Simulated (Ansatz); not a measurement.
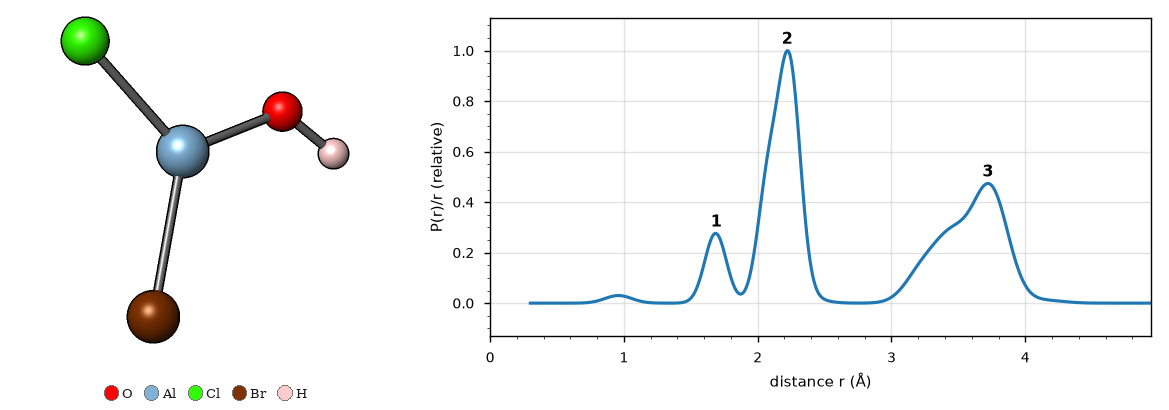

Simulated gas electron diffraction: radial distribution curve of AlBrClHO. Each pair of atoms contributes with weight ZᵢZⱼ/r; damping constant 0.002 Å²; vibrational amplitudes assumed, not computed: 0.05 Å for bonds, 0.078 Å for bonds to H, 0.06 + 0.015 r up to 0.15 Å for other pairs. The geometry is the end point of an optimisation (RKS PBE0-D4/def2-SVP (Ansatz)); it may be a saddle point or a higher isomer. SMILES: [OH][Al]([Cl])[Br].

### Read the positions of the numbered peaks and name the main pairs (– for bonds).

Peak 1, 1.69 Å: Al–O 1.69 Å
Peak 2, 2.22 Å: Cl–Al 2.08 Å, Br–Al 2.24 Å, not resolved
Peak 3, 3.72 Å: Br···O 3.45 Å, Br···Cl 3.74 Å, not resolved; in its flanks Cl···O 3.23 Å
